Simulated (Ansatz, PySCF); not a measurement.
Bond stretch in SMILES C(=O)O (CH2O2). The O1–H5 bond (O1 also carries C; H5 carries nothing else) is stretched with both fragments frozen at the PBE0/def2-TZVP optimised geometry.

```
5

O      0.0000     0.0000     0.0000
C      0.0000     1.2748    -0.3967
O     -0.0006     2.2215     0.3314
H      0.0007     1.3220    -1.4947
H      0.0000     0.0000     0.9691
```

Computed with: UKS-B3LYP/LANL2DZ = unrestricted B3LYP/LANL2DZ run with PySCF 2.14.0; RCCSD = CCSD on RHF/cc-pVTZ, frozen core in Ansatz (a quantum-chemistry and plane-wave program); UKS-M06-2X/6-31G* = unrestricted M06-2X/6-31G*, spherical d (PySCF); RKS-B3LYP/6-311+G** = restricted B3LYP/6-311+G**, spherical d (PySCF).

Energies are in eV, each relative to the lowest point of its own curve near equilibrium.

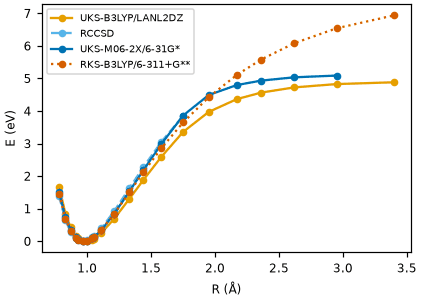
Energy against bond length for each method.

| R / Å | UKS-B3LYP/LANL2DZ | RCCSD | UKS-M06-2X/6-31G* | RKS-B3LYP/6-311+G** |
|---|---|---|---|---|
| 0.78 | 1.671 | 1.384 | 1.511 | 1.444 |
| 0.83 | 0.843 | 0.645 | 0.729 | 0.689 |
| 0.87 | 0.424 | 0.288 | 0.344 | 0.319 |
| 0.91 | 0.167 | 0.087 | 0.118 | 0.106 |
| 0.93 | 0.088 | 0.033 | 0.054 | 0.046 |
| 0.97 | 0.006 | 0.000 | 0.000 | 0.000 |
| 1.00 | 0.000 | 0.028 | 0.014 | 0.019 |
| 1.04 | 0.049 | 0.121 | 0.090 | 0.098 |
| 1.05 | 0.070 | 0.152 | 0.118 | 0.126 |
| 1.11 | 0.249 | 0.390 | 0.335 | 0.344 |
| 1.21 | 0.682 | 0.914 | 0.834 | 0.833 |
| 1.33 | 1.301 | 1.626 | 1.531 | 1.503 |
| 1.44 | 1.884 | 2.278 | 2.185 | 2.120 |
| 1.58 | 2.592 | 3.048 | 2.985 | 2.857 |
| 1.75 | 3.356 | 3.852 | 3.859 | 3.646 |
| 1.95 | 3.970 | — | 4.490 | 4.422 |
| 2.17 | 4.363 | — | 4.796 | 5.106 |
| 2.36 | 4.564 | — | 4.932 | 5.579 |
| 2.62 | 4.724 | — | 5.034 | 6.083 |
| 2.95 | 4.826 | — | 5.088 | 6.539 |
| 3.40 | 4.881 | — | — | 6.937 |

At the longest distance, 3.40 Å, RKS-B3LYP/6-311+G** lies highest above its minimum (6.937 eV) and UKS-B3LYP/LANL2DZ lowest (4.881 eV).

A dash means that the run gave no value there, or that the column was ended at a point which the program doubted or which failed a test of continuity chosen for this set; such a test can also cut sound points.

The unrestricted determinant behind UKS-B3LYP/LANL2DZ is spin-contaminated at 1.75 to 3.40 Å (<S²> up to 1.0, against 0.00 for a pure singlet). The T1 diagnostic of CCSD on the restricted reference of RCCSD exceeds 0.045 at 2.36 to 3.40 Å. The unrestricted solution behind UKS-M06-2X/6-31G* changes between 2.95 and 3.40 Å, which can leave a kink. The unrestricted determinant behind UKS-M06-2X/6-31G* is spin-contaminated at 1.75 to 2.95 Å (<S²> up to 1.0, against 0.00 for a pure singlet). The restricted form behind RKS-B3LYP/6-311+G** keeps the bonding electrons paired and can't separate into open-shell fragments.
